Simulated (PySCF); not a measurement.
**MP2/ANO-RCC-VDZ (sfX2C) run of SiS (SMILES [Si-]#[S+])**

Aim: the vertical ionisation energy of SiS at MP2/ANO-RCC-VDZ (sfX2C), from 2 runs. 

The results are computed with PySCF 2.14.0.

## Step 1: The structure to begin with

The species is SiS (2 atoms), meant as a singlet with charge 0. As SMILES, `[Si-]#[S+]`. The bond length is the measured one.

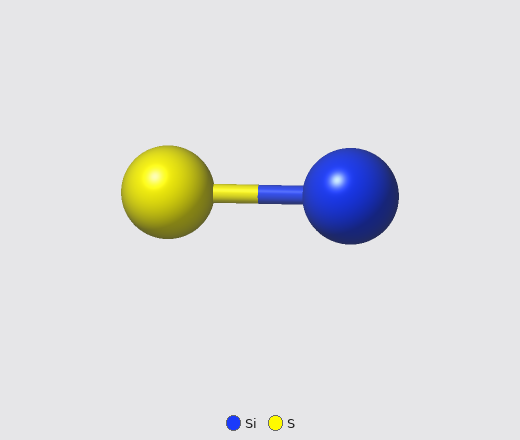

The structure, seen from a chosen angle (silicon blue, sulfur yellow).

## Step 2: The energy at MP2/ANO-RCC-VDZ (sfX2C)

calc.py

```python
from pyscf import gto, mp

mol = gto.M(
    atom=[
    ('Si', (0.000000, 0.000000, 0.000000)),
    ('S', (0.000000, 0.000000, 1.929321)),
],
    max_memory=1860,
    charge=0,
    basis='ano-rcc-vdz',
    verbose=3,
)

mf = mol.RHF()
mf = mf.x2c()
mf.conv_tol = 1e-10
mf.kernel()
if not mf.converged:
    mf = mf.newton().run(mf.mo_coeff, mf.mo_occ)

pt = mp.MP2(mf, frozen=10).run()
energy = pt.e_tot
print('E = %.10f Eh' % energy)
```

On the command line:

```sh
OMP_NUM_THREADS=1 python calc.py
```

The log of the run:

```text
converged SCF energy = -688.118539049012
E(RMP2) = -688.224353143471  E_corr = -0.105814094459091
E(SCS-RMP2) = -688.2216243778  E_corr = -0.103085328787913
E = -688.2243531435 Eh
```

Run time: 1.1 s. Hardware: 1 thread of Arm Neoverse V1, shared host; peak memory 0.13 GiB.

## Step 3: The doublet cation

run.py

```python
from pyscf import gto, scf, mp

system = gto.M(
    atom='''
Si       0.000000       0.000000       0.000000
S        0.000000       0.000000       1.929321
''',
    charge=1,
    spin=1,
    verbose=3,
    max_memory=1860,
    basis='ano-rcc-vdz',
)

mf = scf.UHF(system)
mf = mf.x2c()
mf.conv_tol = 1e-10
mf.kernel()
if not mf.converged:
    mf = mf.newton().run(mf.mo_coeff, mf.mo_occ)

pt = mp.MP2(mf, frozen=10).run()
etot = pt.e_tot
print('E(%s) = %.9f' % ('MP2', etot))
```

On the command line:

```sh
OMP_NUM_THREADS=1 python run.py
```

The log of the run:

```text
converged SCF energy = -687.757912339623  <S^2> = 0.77975565  2S+1 = 2.0295375
E(UMP2) = -687.861132712376  E_corr = -0.103220372752636
E(SCS-UMP2) = -687.85848396661  E_corr = -0.100571626987343
E(MP2) = -687.861132712
```

Wall time 1.3 s (1 thread of Arm Neoverse V1, shared host); peak memory 0.13 GiB.

## Step 4: Results

Level: MP2/ANO-RCC-VDZ (sfX2C), 10 core orbitals frozen.

| quantity | value |
| --- | --- |
| singlet SiS: total energy | -688.22435 Eh |
| singlet SiS: dipole moment (Hartree–Fock density) | 3.00 D |
| singlet SiS: HOMO energy (Hartree–Fock orbitals) | -10.65 eV |
| singlet SiS: LUMO energy (Hartree–Fock orbitals) | 0.30 eV |
| singlet SiS: HOMO–LUMO gap (Hartree–Fock orbitals) | 10.95 eV |
| singlet SiS: correlation energy (10 core orbitals frozen) | -105.8 mEh |
| doublet cation: total energy | -687.86113 Eh |
| doublet cation: HOMO energy (Hartree–Fock orbitals) (highest over α and β) | -17.69 eV |
| doublet cation: LUMO energy (Hartree–Fock orbitals) (lowest over α and β) | -9.04 eV |
| doublet cation: correlation energy (10 core orbitals frozen) | -103.2 mEh |
| doublet cation: ⟨S²⟩ of the reference determinant | 0.780 |
| vertical ionisation energy (to the doublet cation) | 9.884 eV |

What this shows: The vertical ionisation energy comes to 9.88 eV (228 kcal/mol).
